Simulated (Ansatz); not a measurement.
# YNbSe4: a trial structure relaxed, part 2 of 2

Where does this trial cell of YNbSe4 go when cell and atoms are let free?

Ansatz 0.2.0; DFT PBE, scalar-relativistic, plane waves, PAW. The steps go on from the part before.

**4. Relaxation on the finer mesh**

The end of the coarse run is made exact in the group found at a tolerance of 0.06 Å and reduced to its primitive cell.

input.yaml reads:

```yaml
crystal:
  lattice:
    - [0.0, 4.0465171677, 4.0465171677]
    - [4.0465171677, 0.0, 4.0465171677]
    - [4.0465171677, 4.0465171677, 0.0]
  atoms:
    - { symbol: "Y", position: [0.0, 0.0, 0.0], spin: 0.17 }
    - { symbol: Nb, position: [0.75, 0.75, 0.75], spin: 2.04 }
    - { symbol: Se, position: [0.375246718, 0.375246718, 0.375246718] }
    - { symbol: Se, position: [0.375246718, 0.8742598459, 0.375246718] }
    - { symbol: Se, position: [0.375246718, 0.375246718, 0.8742598459] }
    - { symbol: Se, position: [0.8742598459, 0.375246718, 0.375246718] }
basis:
  ecutwfc: 420
kpoints:
  mp_grid: { grid: [8, 8, 8] }
hamiltonian:
  xc: pbe
scf:
  occupations: { method: gaussian, width: 0.1 }
output:
  forces: true
  stress: true
  eigenvalues: true
  populations: true
  write_density: true
  write_potential: true
  elf: true
  volumetric_format: npy
magnetization:
  spin_polarized: true
relax:
  adjacent_minimum: "off"
  f_tol: 0.01
  max_steps: 80
  cell: { stress_tol: 0.05 }
```

Run with:

```console
> ansatz run input.yaml --threads 1 --pin off --max-ram 2048MiB --backend cpu --events-out ev --progress --plain --runs-dir out
```

Standard output:

```text
Warning: RAYON_NUM_THREADS=1 ignored (pool sized by the plan → 1); use --threads N
Engine: ansatz 0.2.0, aarch64-unknown-linux-gnu
Pseudopotentials: kind: paw
Pseudopotential: Y, paw, valence charge 11, recommended cutoff 420 eV (normal), Y.paw.azcp
Pseudopotential: Nb, paw, valence charge 13, recommended cutoff 420 eV (normal), Nb.paw.azcp
Pseudopotential: Se, paw, valence charge 16, recommended cutoff 420 eV (normal), Se.paw.azcp
Functional definition: PBE
  parameter kappa = 0.804
  parameter beta = 0.06672455060314922
  exchange = pbe_x(kappa = kappa, mu = beta*pi^2/3)
  correlation = pbe_c(beta = beta)
Crystal: 6 atoms, lattice volume = 132.518 Å³
Basis set: ecut = 420 eV, 2637 PW (Γ), exchange–correlation on 80×80×80 points (8 copies of the dense FFT grid, shifted against one another)
Bands: 55, of which v1, the nominal top of the filled ones, is band 44 counted from 1 (43 counted from 0)
Symmetry: 24 space group operations
Space group: F-43m (ITA 216), of the structure as read, at distance tolerance 5.1e-5 Å
Magnetic group: BNS 216.74 (UNI 1576), of the structure as read, at distance tolerance 5.1e-5 Å
k-points: 29 of 512 (time reversal used)
Non-local potential: Y, projectors of the file, l = 0: 3, l = 1: 2, l = 2: 2, l = 3: 1
Non-local potential: Nb, projectors of the file, l = 0: 3, l = 1: 2, l = 2: 2, l = 3: 1
Non-local potential: Se, projectors of the file, l = 0: 2, l = 1: 2, l = 2: 3, l = 3: 1
PAW form: soft (Blöchl's): semilocal exchange-correlation on the pseudo side does not see the compensation charge
PAW one-centre angular grid: Y, 590 points (default); XC on 64 Gauss nodes
PAW one-centre angular grid: Nb, 590 points (default); XC on 64 Gauss nodes
PAW one-centre angular grid: Se, 590 points (default); XC on 64 Gauss nodes
Initial density: superposition of atomic densities (chi_scale 0.1, normalization cell, long waves kept (reshape's long-wave potential 0.00 eV rms))
Starting moments: Σ|m| = 2.21 μB on 2 of 6 sites
Initial wavefunctions: pseudopotential atomic-orbital guess
Functional: x = pbe(κ = 0.804, μ = 0.2195149727645171), c = pbe(β = 0.06672455060314922)
SCF iter   1: F=—  HF=-30279.877302 eV  |F-HF|=—  |Δ(HF+E_count)|=         —  Δρ=4.23e-2 (↑4.01e-2 ↓4.23e-2)  dr2=3.29e1  dr2_m=1.82e-2  M=1.848 μB ∫|m|=1.946 μB  β_m=0.30  ethr=3.10e-3  ⟨swp⟩=5.7  Hψ=11460  notcnv=0
Mixer restart at iter 1: flushing history
preconditioner: auto → Kerker (q_TF=auto, 2.548 Å⁻¹)  [metal: Δε(μ)=0.004 eV  Ē_g=7.075 eV  σ=0.100 eV  W_gap=0.03  n_scr=26 (ndim 8)  ℏωp=18.2 eV  f_vac=0.000  D(μ)=6.28/eV (n_scr^D=58)]
spin=Collinear: Kerker preconditioning applied to the charge; magnetization (m = ρ↑ − ρ↓) channel mixes plain (no charge-response kernel on spin).
SCF iter   2: F=—  HF=-30277.600396 eV  |F-HF|=—  |Δ(HF+E_count)|=    2.28e0  Δρ=2.86e-2 (↑2.66e-2 ↓2.86e-2)  dr2=1.60e1  dr2_m=9.23e-3  M=1.828 μB ∫|m|=1.964 μB  β_m=0.59  ethr=3.10e-3  ⟨swp⟩=2.0  Hψ=4429  notcnv=0  defer=164
SCF iter   3: F=—  HF=-30274.361739 eV  |F-HF|=—  |Δ(HF+E_count)|=    3.24e0  Δρ=8.37e-3 (↑8.37e-3 ↓7.42e-3)  dr2=3.60e-1  dr2_m=4.03e-3  M=1.981 μB ∫|m|=2.120 μB  β_m=0.66  ethr=3.10e-3  ⟨swp⟩=3.2  Hψ=5279  notcnv=0  defer=173
SCF iter   4: F=—  HF=-30274.758161 eV  |F-HF|=—  |Δ(HF+E_count)|=   3.96e-1  Δρ=4.19e-3 (↑4.19e-3 ↓4.15e-3)  dr2=1.29e-1  dr2_m=2.18e-3  M=2.096 μB ∫|m|=2.232 μB  β_m=0.76  ethr=4.10e-4  ⟨swp⟩=2.3  Hψ=5474  notcnv=0  defer=162
SCF iter   5: F=—  HF=-30274.793285 eV  |F-HF|=—  |Δ(HF+E_count)|=         —  Δρ=2.59e-3 (↑2.59e-3 ↓1.64e-3)  dr2=1.39e-2  dr2_m=3.88e-3  M=2.303 μB ∫|m|=2.445 μB  β_m=0.76  ethr=1.47e-4  ⟨swp⟩=2.0  Hψ=4942  notcnv=0  defer=162
Mixer restart at iter 5: flushing history
SCF iter   6: F=—  HF=-30274.805015 eV  |F-HF|=—  |Δ(HF+E_count)|=   1.17e-2  Δρ=2.36e-3 (↑2.36e-3 ↓1.71e-3)  dr2=4.79e-3  dr2_m=4.68e-3  M=2.457 μB ∫|m|=2.604 μB  β_m=0.88  ethr=1.58e-5  ⟨swp⟩=2.4  Hψ=5402  notcnv=0  defer=155
SCF iter   7: F=—  HF=-30274.809124 eV  |F-HF|=—  |Δ(HF+E_count)|=   4.11e-3  Δρ=1.76e-3 (↑1.76e-3 ↓1.65e-3)  dr2=2.24e-3  dr2_m=3.27e-3  M=2.608 μB ∫|m|=2.759 μB  β_m=0.72  ethr=5.45e-6  ⟨swp⟩=2.5  Hψ=5776  notcnv=0  defer=155
SCF iter   8: F=—  HF=-30274.812421 eV  |F-HF|=—  |Δ(HF+E_count)|=   3.30e-3  Δρ=1.45e-3 (↑1.13e-3 ↓1.45e-3)  dr2=1.94e-3  dr2_m=1.89e-3  M=2.773 μB ∫|m|=2.926 μB  β_m=0.97  ethr=2.55e-6  ⟨swp⟩=2.0  Hψ=5765  notcnv=0  defer=155
SCF iter   9: F=—  HF=-30274.815038 eV  |F-HF|=—  |Δ(HF+E_count)|=   2.62e-3  Δρ=8.52e-4 (↑8.52e-4 ↓7.45e-4)  dr2=3.24e-4  dr2_m=7.05e-4  M=2.947 μB ∫|m|=3.105 μB  β_m=0.53  ethr=2.21e-6  ⟨swp⟩=2.5  Hψ=6223  notcnv=0  defer=161
SCF iter  10: F=—  HF=-30274.816963 eV  |F-HF|=—  |Δ(HF+E_count)|=   1.93e-3  Δρ=2.33e-4 (↑2.33e-4 ↓1.85e-4)  dr2=1.62e-4  dr2_m=2.01e-5  M=3.095 μB ∫|m|=3.261 μB  β_m=0.99  ethr=3.68e-7  ⟨swp⟩=2.6  Hψ=5836  notcnv=0  defer=162
SCF iter  11: F=—  HF=-30274.817075 eV  |F-HF|=—  |Δ(HF+E_count)|=   1.12e-4  Δρ=4.10e-4 (↑3.64e-4 ↓4.10e-4)  dr2=6.41e-5  dr2_m=1.74e-4  M=3.075 μB ∫|m|=3.242 μB  β_m=0.90  ethr=1.84e-7  ⟨swp⟩=2.0  Hψ=5762  notcnv=0  defer=162
SCF iter  12: F=—  HF=-30274.817333 eV  |F-HF|=—  |Δ(HF+E_count)|=   2.58e-4  Δρ=9.47e-5 (↑9.47e-5 ↓8.99e-5)  dr2=4.50e-6  dr2_m=9.78e-6  M=3.154 μB ∫|m|=3.327 μB  β_m=0.92  ethr=7.29e-8  ⟨swp⟩=2.9  Hψ=5965  notcnv=0  defer=163
SCF iter  13: F=—  HF=-30274.817337 eV  |F-HF|=—  |Δ(HF+E_count)|=   3.06e-6  Δρ=1.68e-5 (↑1.47e-5 ↓1.68e-5)  dr2=2.66e-7  dr2_m=2.66e-7  M=3.142 μB ∫|m|=3.314 μB  β_m=0.96  ethr=5.11e-9  ⟨swp⟩=2.4  Hψ=5863  notcnv=0  defer=163
SCF iter  14: F=—  HF=-30274.817337 eV  |F-HF|=—  |Δ(HF+E_count)|=   4.61e-7  Δρ=3.98e-6 (↑2.71e-6 ↓3.98e-6)  dr2=1.64e-8  dr2_m=1.21e-8  M=3.145 μB ∫|m|=3.317 μB  β_m=0.98  ethr=3.02e-10  ⟨swp⟩=2.4  Hψ=5811  notcnv=0  defer=163
SCF iter  15: F=—  HF=-30274.817337 eV  |F-HF|=—  |Δ(HF+E_count)|=   8.72e-9  Δρ=2.98e-6 (↑1.58e-6 ↓2.98e-6)  dr2=1.87e-8  dr2_m=5.51e-9  M=3.145 μB ∫|m|=3.318 μB  β_m=0.99  ethr=1.87e-11  ⟨swp⟩=10.4  Hψ=18039  notcnv=0
SCF iter  16: F=-30274.817337 eV  HF=-30274.817337 eV  |F-HF|=2.78e-9  |Δ(HF+E_count)|=   2.30e-8  Δρ=6.00e-7 (↑6.00e-7 ↓2.99e-7)  dr2=3.07e-9  dr2_m=4.90e-11  M=3.144 μB ∫|m|=3.317 μB  ethr=1.87e-11  ⟨swp⟩=6.7  Hψ=15189  notcnv=0
SCF 1 converged in 16 iterations: F = -30274.817337 eV  dr2 = 3.07e-9
relax step   1: F+E_penalty+E_count = -30274.81733701 eV  Δ(F+E_penalty+E_count) = +0.000e0 eV  max|allowed force component| = 2.185e-2 eV/Å  Δτ_max = 0.0000 Å  P = +0.096 GPa  Ω = 132.518 Å³  (16 SCF iters, dr2 threshold 1.00e-7 eV, accepted)
[... 16 lines left out ...]
relax step   2: F+E_penalty+E_count = -30274.81741576 eV  Δ(F+E_penalty+E_count) = -7.876e-5 eV  max|allowed force component| = 1.936e-2 eV/Å  Δτ_max = 0.0040 Å  P = -0.020 GPa  Ω = 132.803 Å³  energy of the carried Pulay correction = -2.128e-5 eV  (8 SCF iters, dr2 threshold 2.98e-8 eV, accepted)
[... 12 lines left out ...]
relax step   3: F+E_penalty+E_count = -30274.81755112 eV  Δ(F+E_penalty+E_count) = -1.354e-4 eV  max|allowed force component| = 2.512e-4 eV/Å  Δτ_max = 0.0019 Å  P = +0.002 GPa  Ω = 132.745 Å³  energy of the carried Pulay correction = -1.695e-5 eV  (7 SCF iters, dr2 threshold 2.34e-8 eV, accepted)
[... 11 lines left out ...]
relax step   4: F+E_penalty+E_count = -30274.81756021 eV  Δ(F+E_penalty+E_count) = -9.090e-6 eV  max|allowed force component| = 2.496e-4 eV/Å  Δτ_max = 0.0000 Å  P = +0.002 GPa  Ω = 132.745 Å³  stress off target by 2.47e-3 GPa  SCF on the basis re-selected at this cell (its energy is not comparable with the rows above)  (6 SCF iters)
basis re-selected at this cell: Δ(F+E_penalty+E_count) = -9.090e-6 eV, ΔP = -0.000 GPa vs the last step (what re-selecting the basis moved, of the pressure what is left beyond the Pulay correction that the steps carried, after the strain that the cell walked since its last selection, with what the two solves' SCF thresholds leave and, on support functions, any second-order correction that the steps lacked; it is no measure of the basis error at this ecutwfc). This SCF's stress stands 2.47e-3 GPa from its target on what of the cell is left free (relax.cell.stress_tol is 5.00e-2 GPa) and its largest allowed force component is 2.50e-4 eV/Å (relax.f_tol is 1.00e-2 eV/Å): within both
SCF converged after 6 iterations
Magnetization: 3.1612 μB (45.5806 up, 42.4194 down)
Absolute magnetization: 3.3356 μB (∫|ρ↑−ρ↓|, with the PAW one-centre terms)
Spin contamination: 0.1803 ħ² per cell (⟨S²⟩ above its minimum at these occupations)
Per-site moments (μB) at R_I (Å): [(0.23400704632264144, 1.3852144931301456), (2.184979993252996, 1.3844064287499978), (-0.00039696132438716474, 1.17717855762542), (-0.0003969613243875906, 1.17717855762542), (-0.00039696132438728346, 1.17717855762542), (-0.00039696132438732726, 1.17717855762542)]
Free energy (F): -30274.817560 eV
Harris-Foulkes:  -30274.817560 eV  (|F-HF|=7.28e-12)
Internal energy: -30274.789499 eV  (E = F + TS)
E sigma→0 (E₀):  -30274.803530 eV
Entropy (-TS):   -0.028061 eV (-4.677 meV/atom)
Fermi energy:    12.469913 eV
--- Per-component energies (eV) ---
  E_band       = -1575.082284
  E_kinetic    = 1165.779838
  E_local      = -10550.901733  (includes V_loc(G=0)·N_el)
  E_nonlocal   = -2203.546583
  E_hartree    = 5053.495576
  E_xc         = -763.040214
  E_vxc        = -801.328914  (∫ρ·V_xc dr)
  E_paw        = -13547.747960  (= ΣΔE_a)
  E_vpaw       = 707.926211  (= ΣTr[D̂ρ^β])
  E_aug_tail   = -0.002355  (compensation charges beyond the density's cutoff)
  E_ewald      = -9428.826069
  E_smearing   = -0.028061  (= −TS)
  E_closure    = -0.000000  (closes the sum)
  Σ components = -30274.817560   (vs F -30274.817560, Δ=0.00e0)
--- Forces (eV/Å), atoms counted from 1 ---
  atom   1  Y     -0.00000000     0.00000000     0.00000000
  atom   2  Nb     0.00000000    -0.00000000     0.00000000
  atom   3  Se    -0.00024959    -0.00024959    -0.00024959
  atom   4  Se     0.00024959    -0.00024959     0.00024959
  atom   5  Se     0.00024959     0.00024959    -0.00024959
  atom   6  Se    -0.00024959     0.00024959     0.00024959
  max |Σ_I F_I| component: 5.12e-17 eV/Å
--- Stress (GPa, compression-positive) ---
        0.002469       0.000000       0.000000
        0.000000       0.002469       0.000000
        0.000000      -0.000000       0.002469
  P = ⅓ Tr σ = 0.0025 GPa (0.025 kbar)
--- Band table (eV; the first three rows and the last of 58) ---
  k-point 0 ↑: bands = ["-43.5513", "-36.4014", "-36.3856", "-36.3856", "-36.3856", "-36.3712", "-36.3712", "-36.3662", "-36.3662", "-36.3662", "-36.3505", "-36.3505", "-36.3505", "-36.2942", "-36.2942", "-36.2942", "-36.2921", "-36.2921", "-36.2883", "-36.2883", "-36.2883", "-31.3285", "-19.6948", "-19.6948", "-19.6948", "-11.2970", "-11.2970", "-11.2970", "-3.9013", "-0.2453", "-0.2453", "-0.2453", "4.1890", "6.2863", "6.2863", "6.2863", "7.1817", "7.1817", "10.4238", "11.5466", "11.5466", "11.5466", "12.9666", "12.9666", "13.0915", "13.0915", "13.0915", "13.9381", "13.9381", "13.9381", "14.8477", "14.8477", "14.8477", "15.4656", "15.4656"]
[... 3 lines left out ...]
--- Relaxed structure (3 steps of the walk, 3 accepted, 1 SCFs on fresh bases) ---
  F+E_penalty+E_count = -30274.81756021 eV   max|allowed force component| = 2.496e-4 eV/Å   (the final SCF, on the basis selected at the relaxed cell)
  cell:  # Å, volume = 132.7450 Å³
    - [-6.08896957931023e-33, 4.048829046157227, 4.048829046157227]
    - [4.048829046157227, -1.3655597048160177e-32, 4.048829046157227]
    - [4.048829046157227, 4.048829046157227, -9.553822561679229e-33]
  atoms:
    - { symbol: Y, position: [-2.3165370964580227e-17, -2.3156439809486e-17, -2.3102852878920627e-17] }
    - { symbol: Nb, position: [0.7500000000000001, 0.7500000000000001, 0.7500000000000001] }
    - { symbol: Se, position: [0.3754011709835478, 0.3754011709835478, 0.3754011709835478] }
    - { symbol: Se, position: [0.3754011709835478, 0.8737964870493569, 0.37540117098354786] }
    - { symbol: Se, position: [0.3754011709835478, 0.3754011709835478, 0.8737964870493569] }
    - { symbol: Se, position: [0.8737964870493569, 0.3754011709835478, 0.37540117098354786] }
--- Löwdin populations: 6 sites ---
  site symbol       q [e]    m [muB]
     0      Y     10.5218     0.3868
     1     Nb     12.8037     2.6792
     2     Se     16.0659    -0.0021
     3     Se     16.0659    -0.0021
     4     Se     16.0659    -0.0021
     5     Se     16.0659    -0.0021
  spilling = 0.004671 (of n_electrons = 88.000000)
```

Wall time 3 min (1 thread of Arm Neoverse V2, shared host); peak memory 0.61 GiB.

Relaxation path:

| step | E - E(step 1) (eV/cell) | largest force component (eV/Å) | pressure (GPa) | volume (Å³) |
| --- | --- | --- | --- | --- |
| 1 | 0.0000 | 0.0219 | 0.10 | 132.52 |
| 2 | -0.0001 | 0.0194 | -0.02 | 132.80 |
| 3 | -0.0002 | 0.0003 | 0.00 | 132.75 |
| 4 | -0.0002 | 0.0003 | 0.00 | 132.75 |

Step 1 is the start. Step 4 repeats the geometry before it on a plane-wave basis chosen anew for that cell, so its energy need not be comparable with the rows above.

Lengths and angles in the start's conventional setting:

|  | before | after | change |
| --- | --- | --- | --- |
| a (Å) | 8.093 | 8.098 | +0.1 % |
| b (Å) | 8.093 | 8.098 | +0.1 % |
| c (Å) | 8.093 | 8.098 | +0.1 % |
| volume (Å³/atom) | 22.09 | 22.12 | +0.2 % |
| shortest distance (Å) | 2.856 | 2.854 | -0.1 % |
| space group (0.01 Å) | F-43m | F-43m | same |

The run keeps the 24 symmetry operations of the start, so it could not have lowered the symmetry.

Per atom:

| atom | moment in the atom's sphere (μB) | Löwdin electrons |
| --- | --- | --- |
| Y1 | 0.23 | 10.52 |
| Nb2 | 2.18 | 12.80 |
| Se3 | 0.00 | 16.07 |
| Se4 | 0.00 | 16.07 |
| Se5 | 0.00 | 16.07 |
| Se6 | 0.00 | 16.07 |

The Löwdin counts miss 0.41 of the 88 electrons, which the atomic orbitals do not span, so they are no charges.

Axes a, b and c in the maps are those of this run's conventional cell (a, b, c = 8.098, 8.098, 8.098 Å).

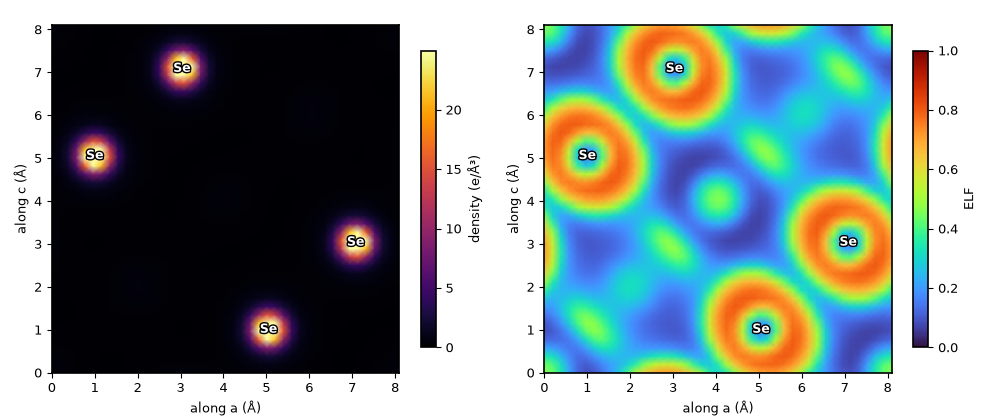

Density (left) and ELF (right) in a lattice plane of the grid's cell (edges 8.10 and 8.10 Å, at 0.125 of the third edge), which holds Se. Only atoms in the plane are labelled; the density scale stops at 24.98 e/Å³. Both are smooth fields of the valence electrons: close to the nuclei they are not physical.

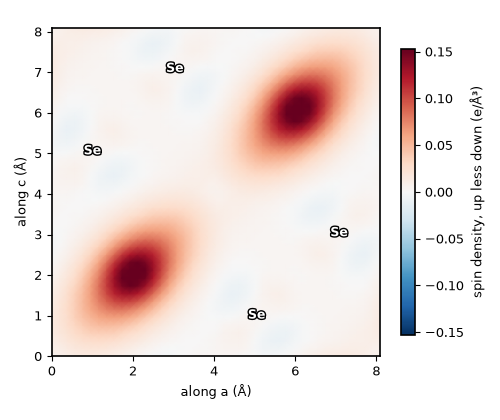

Spin density in a lattice plane of the grid's cell (edges 8.10 and 8.10 Å, at 0.125 of the third edge), which holds Se.

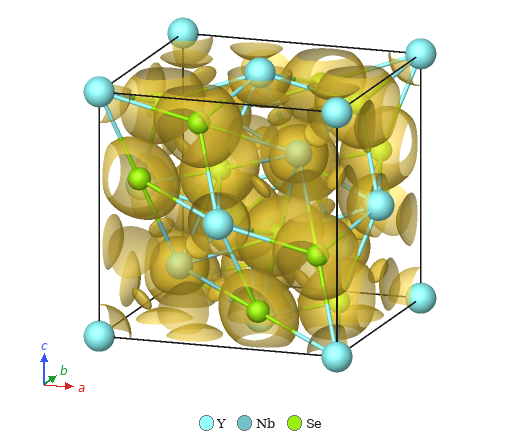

Surface of ELF = 0.42, drawn in one cell.

Outside the cores ELF peaks at 0.81 beside Se, off the lines to its neighbours, 0.8 Å from Se; 0.48 beside Nb, off the lines to its neighbours, 1.6 Å from Nb.

**5. Results**

This closing draws on all 2 parts. Changes of volume or cell count from the first structure of part 1.

```
                              quantity                                                                      value
symmetry at the end (tolerance 0.05 Å)                                                space group F-43m (No. 216)
                     conventional cell  a = 8.098 Å, b = 8.098 Å, c = 8.098 Å, α = 90.00°, β = 90.00°, γ = 90.00°
                                volume                                                              22.12 Å³/atom
              energy over the elements                                                              +0.41 eV/atom
                       gap on the mesh                                                               none (metal)
                          total moment                                                               3.16 μB/cell
```

In words: The space group F-43m (No. 216) is kept, and the volume per atom shrinks by 14.1 % from the first guess. With a positive formation energy it can't be a ground state. No finished test with a distortion of lower symmetry is shown, so the end may be a saddle point. Other magnetic orders were not searched.
